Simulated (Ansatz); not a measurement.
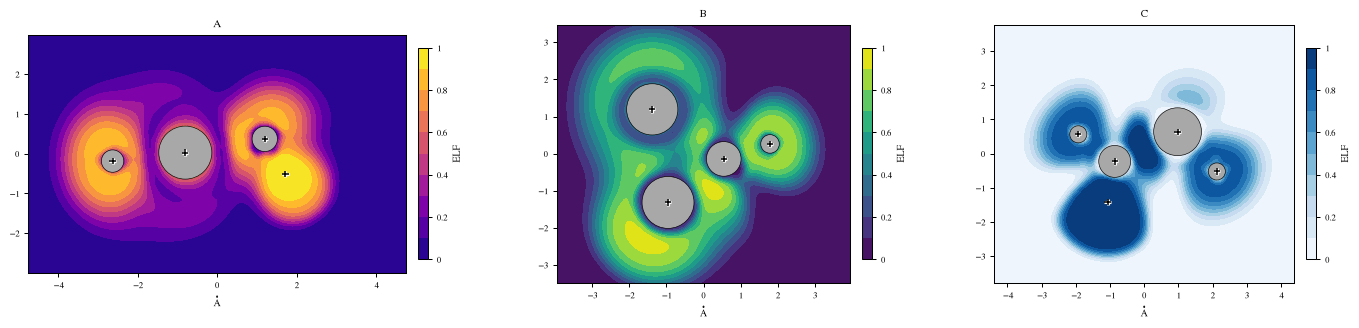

The electron localisation function of 3 systems, each on a plane through atoms (crosses mark nuclei in the plane; grey discs cover the cores).

These are results of Ansatz, isolated molecule in a Gaussian basis; Kohn-Sham density functional theory, functional PBE0, not measurements.

System 1: BFSiTe (triplet), the molecular plane. Geometry: PBE-D3(BJ)/def2-SVP; core potentials replace the inner electrons of Te.

```yaml
atoms:
  - { symbol: B, position_ang: [-0.1278, 0.5273, -0.1995] }
  - { symbol: F, position_ang: [-0.9731, 1.3671, -0.7443] }
  - { symbol: Si, position_ang: [0.5286, -0.9638, 0.7856] }
  - { symbol: Te, position_ang: [2.2121, 0.6023, -0.2987] }
```

System 2: H2InNO, the plane of atoms In1, N2 and H4. Geometry: r2SCAN-D4/def2-SVP; core potentials replace the inner electrons of In.

```xyz
5

In   -0.3429    0.0301   -1.0371
N    -1.3743   -0.3947    0.6574
O     0.7214    0.2791   -2.5284
H    -2.3337   -0.6727    0.4346
H    -1.4499    0.4359    1.2504
```

System 3: BF2H3Si, the plane of atoms F3, B1 and H6. Geometry: r2SCAN-D4/def2-SVP.

```xyz
7

B     0.0175   -1.4126    0.0953
F    -0.5181    1.4905    0.6372
F     0.1291   -2.4047   -0.7789
Si   -0.4473    0.4376   -0.6097
H     0.5836    0.9281   -1.5756
H     0.2024   -1.6880    1.2628
H    -1.7756    0.4395   -1.2969
```

### Which map belongs to which system?

Panel A is system 2, H2InNO: the plane holds In, N, O and H. In–O (1.85 Å): the ELF peaks at about 0.70 in the valence shell of O, 0.6 Å from its nucleus, and drops to about 0.20 between the two atoms. Panel B is system 1, BFSiTe: the plane holds B, F, Si and Te. B–F (1.31 Å): the ELF peaks at about 0.85 between the atoms: a shared but strongly polarised pair. Panel C is system 3, BF2H3Si: the plane holds B, F, Si and H. B–F (1.33 Å): the ELF peaks at about 0.85 between the atoms: a polar covalent bond.
